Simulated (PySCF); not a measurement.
```csv
atom,x (Å),y (Å),z (Å)
Si,2.4918,-0.0862,0.5297
C,1.1557,0.1258,-0.8197
C,-0.2103,0.0611,-0.2157
C,-0.8265,1.2149,0.2531
C,-2.0855,1.1579,0.8451
C,-2.6768,-0.0662,0.9492
C,-2.1215,-1.2308,0.5083
C,-0.8619,-1.1586,-0.0809
H,3.8085,-0.0172,-0.1069
H,2.3109,-1.3855,1.1768
H,2.3481,0.9871,1.5133
H,1.2957,1.0831,-1.3234
H,1.2680,-0.6572,-1.5706
H,-0.3279,2.1698,0.1566
H,-2.5605,2.0593,1.2026
H,-2.6238,-2.1817,0.6055
H,-0.3909,-2.0636,-0.4398
```

Geometry: GFN2-xTB.

These are results of UKS B3LYP, pcH-1 on C H Si, non-relativistic, mean-field spin-orbit, GIAO (PySCF 2.14.0, density-fitted response routines), not measurements.

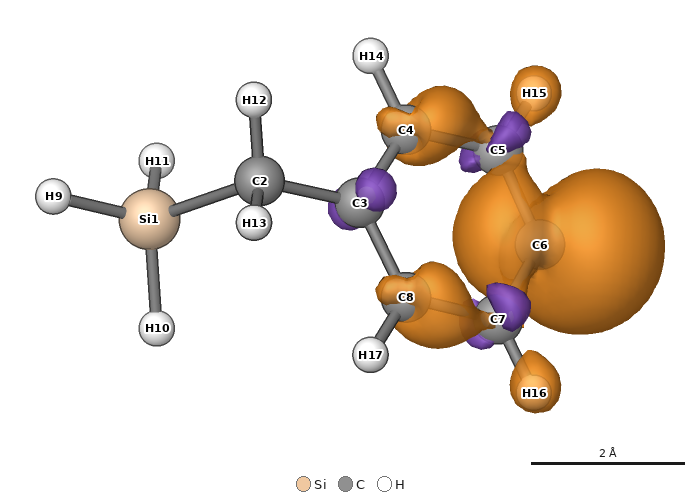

C7H9Si (SMILES [SiH3]Cc1cc[c]cc1) (doublet). Isosurfaces of the spin density at +0.02 (orange) and −0.02 e/Å³ (purple), seen at a tilt.

> Which atoms carry the spin?

The unpaired spin (1 electron) lies mostly on C6 (about 0.8), in electrons by Hirshfeld's partition.
